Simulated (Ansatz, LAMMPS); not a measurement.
# Static equation of state of rapidly quenched Si24Mg76 (at. %) (110 atoms)

Density of this cell: 2.08 g/cm³. The cell holds 110 atoms: 26 Si and 84 Mg. Its edges and angles: a = 11.820 Å, b = 12.163 Å, c = 15.419 Å, α = 90.2°, β = 90.1°, γ = 90.7°. The starting structure: 110 atoms (26 Si, 84 Mg) placed at random at 1.75 g/cm³, melted at 2000 K for 10 ps at fixed volume with the MEAM Al-Si-Mg-Cu-Fe potential (Jelinek et al., Phys. Rev. B 85, 245102 (2012)). Quenched from 2000 K to 300 K at 5 K/ps and zero pressure, held 5 ps.

Calculated with Ansatz 0.2.0: Kohn-Sham DFT, LDA, PAW (set soft_2), plane waves; cutoff 420 eV, Γ point, cold smearing of 0.15 eV. Cell and atoms were relaxed first, to V0 = 20.150 Å³ an atom at a residual P0 = 0.001 GPa. The cell was then scaled evenly, and the atoms were relaxed at each volume.

```
volume (Å³/atom)  pressure (GPa)
          18.135           6.049
          18.941               ?
          19.546           1.545
          20.755          -1.349
          21.359          -2.438
```

Task: Fit the third-order Birch–Murnaghan equation to the rows given and interpolate to the withheld row.

Worked fit:

Take the Eulerian strain f = ½[(V0/V)^(2/3) − 1] and the normalised pressure F = (P − P0) / [3f(1 + 2f)^(5/2)]. The third-order Birch–Murnaghan equation is then the line F = B0 + (3/2)B0(B′ − 4) f, so u = f and v = F.

| u = f | v = F (GPa) |
| --- | --- |
| 0.0363831 | 46.4872 |
| 0.0102571 | 47.6772 |
| -0.00975652 | 48.4382 |
| -0.0190505 | 47.0267 |

With n = 4: mean u = 0.00445830, mean v = 47.4073, Σ(u − ū)² = 0.0018075, Σ(u − ū)(v − v̄) = -0.033513. Slope b = -0.033513 / 0.0018075 = -18.541; intercept a = v̄ − b ū = 47.490.

So B0 = a = 47.5 GPa and B′ = 4 + 2b/(3a) = 3.74. At the withheld volume f = 0.02106, F = a + b f = 47.10 GPa, and P = P0 + 3f(1 + 2f)^(5/2) F.

Prediction at 18.941: 3.300 GPa. The run gave 3.305 GPa, so the fit is low by 0.0051 GPa (0.15 % of the value).

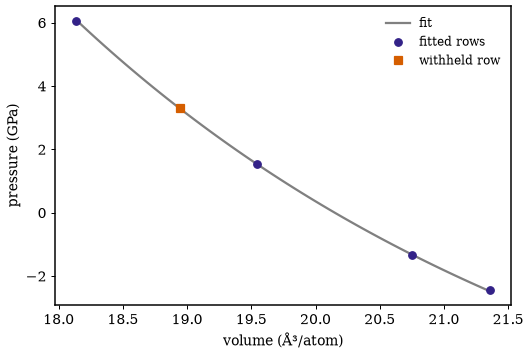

The fit, the rows that it rests on and the withheld row.

Among the rows given, the largest miss of the fit is at 18.135, by 0.043 GPa (0.50 % of the range of the table).

Limits: Static cells at zero temperature; the cell shape is held. The program notes that the SCF threshold of these relaxations is loose for the stress. The quench rate of 5 K/ps is many orders above laboratory rates, so the cell is likely richer in defects and strain than a real sample. The network of bonds at the start is that of the classical potential that made the cell, and needn't be the one that DFT or experiment would give. Only the Γ point is sampled, in a cell whose shortest periodic width is 12 Å, which is coarse for a cell with partly filled levels.

[Logs are printed without paths, hosts, clocks, repeated set-up lines and the standing remarks that a program may print on its own settings, such as how far it seeks lower states.]

[Hosts, paths, dates, database ids (printed as entryN), source tags and the programs' standing remarks are cut or masked in the printed files.]
